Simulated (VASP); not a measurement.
Energy against volume of PbS (rock salt). All values below come from AM05 GGA, VASP's PBE PAW potentials (set 64) (plane waves; VASP).

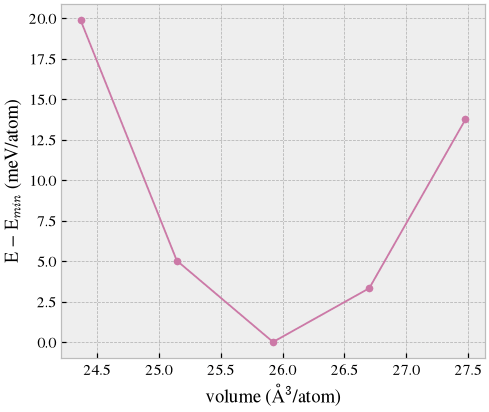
Fig. 1. Energy against volume

Estimate the equilibrium volume and the bulk modulus.

The minimum lies near 26.0 Å³/atom, and the curvature gives B0 of about 57 GPa.

Measured: a 5.914 Å at 120 K (computed value off by +0.2 %), as given by Noda, Masumoto, Ohba, Saito, Toriumi, Iwata, Shibuya, Acta Cryst. C 43, 1443 (1987), by a structure database's card. The calculation is for a static lattice, while the measured a holds thermal and zero-point effects, which are part of the difference.

The compound is PbS in the rock salt structure. It was relaxed first.
